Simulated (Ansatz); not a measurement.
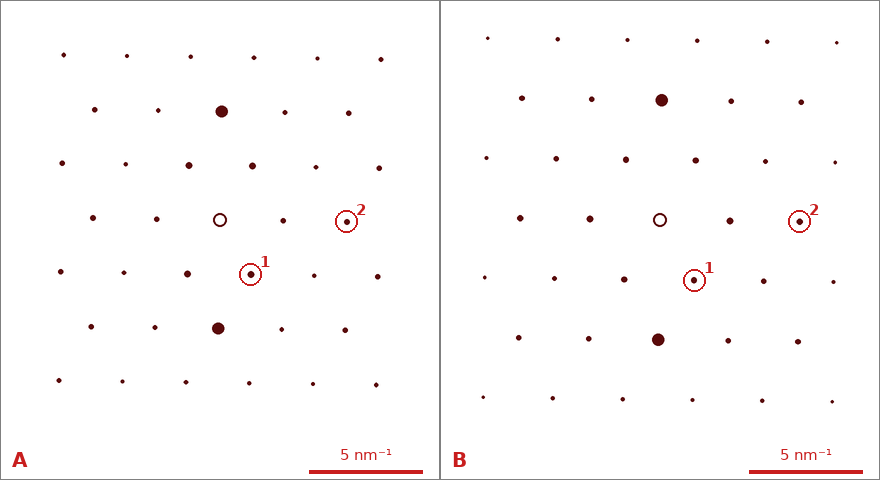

Kinematic electron diffraction patterns (300 kV, B = 0.5 Å², same scale) along [101] of the run's own cell, for the start and the end of one relaxation of Al4Zn5Sb2 with DFT, PAW plane waves, r2scan (Ansatz). k mesh 6×6×6. The start is a generated model structure, and the relaxation ends in the nearest stationary point of its symmetry, not necessarily the ground state. Spot 1 is -1 1 1 and spot 2 is -2 0 2 in both.

Start structure:

```yaml
crystal:
  lattice:
    - [3.77341, 0.00000, 0.00000]
    - [-1.88670, 3.26787, 0.00000]
    - [-1.88670, 1.08929, 15.50549]
  atoms:
    - { symbol: Sb, position: [0.62980, 0.37020, 0.88940] }
    - { symbol: Al, position: [0.17520, 0.82480, 0.52560] }
    - { symbol: Al, position: [0.35200, 0.64800, 0.05600] }
    - { symbol: Zn, position: [0.00000, 0.00000, 0.00000] }
    - { symbol: Zn, position: [0.26600, 0.73400, 0.79800] }
    - { symbol: Al, position: [0.06960, 0.93040, 0.20880] }
    - { symbol: Sb, position: [0.89840, 0.10160, 0.69520] }
    - { symbol: Zn, position: [0.53030, 0.46970, 0.59090] }
    - { symbol: Zn, position: [0.39930, 0.60070, 0.19790] }
    - { symbol: Al, position: [0.45020, 0.54980, 0.35060] }
    - { symbol: Zn, position: [0.12830, 0.87170, 0.38490] }
```

Which pattern belongs to the start structure, and which to the relaxed one?

B is the start: its cell gives d(1) = 3.260 Å, d(2) = 1.618 Å and an angle of 59.8°. A is the relaxed structure, with d(1) = 3.593 Å (+10.2 %), d(2) = 1.779 Å (+10.0 %) and 59.7°.

Name reflections whose intensity changes strongly on relaxation.

1 0 -1 goes from 8.5 to 2.4 % of the strongest spot.

Summarise the relaxation behind the change.

The volume changed by +16.5 % to 20.25 Å³ an atom; with the mean shift removed, the atoms moved by up to 1.30 Å relative to the cell (Zn most); the space group went from R3m (No. 160) to R-3m (No. 166); the free energy fell by 560 meV an atom. Relaxed cell: a = 4.163 Å, b = 4.163 Å, c = 15.038 Å, α = 82.04°, β = 97.96°, γ = 120.00°.
